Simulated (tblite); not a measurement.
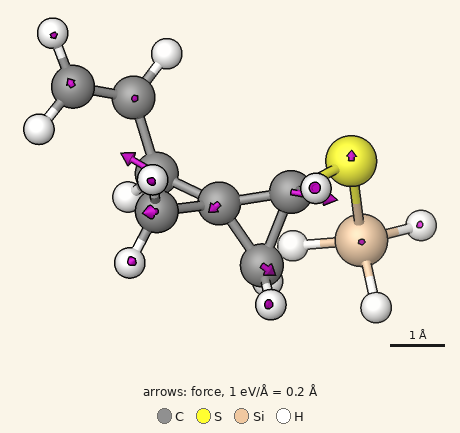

Starting geometry of C$_{7}$H$_{12}$SSi with the computed forces as purple arrows. The picture is a ball-and-stick view, seen from a free direction.

The calculation used GFN2-xTB geometry optimisation, gas phase in tblite. 

Question: Is this structure relaxed? If not, where do the atoms go?

Answer: It isn't relaxed: the largest force vector, on a C atom, is 4.69 eV/Å. The final displacements have little in common with the starting forces (cosine between the two patterns 0.08). An H atom moves most after the best rigid fit: 1.84 Å. By element the largest moves are H 1.84 Å, S 1.15 Å, C 1.02 Å, Si 0.54 Å. Near-neighbour distances that change, for instance: C–C 1.377 → 1.474 Å, C–C 1.398 → 1.489 Å, C–C 1.520 → 1.470 Å, C–H 1.132 → 1.083 Å. Among the angles between lasting bonds that change: C–C–C 118.6° → 138.4°, C–C–C 107.9° → 119.6°, C–S–Si 110.0° → 99.3°. Groups turn about C–C by about 85°, C–S by about 70°. The energy falls by 1.636 eV in 171 geometry steps. Cost: 1.8 s on 1 thread of Arm Neoverse V1 (shared host).
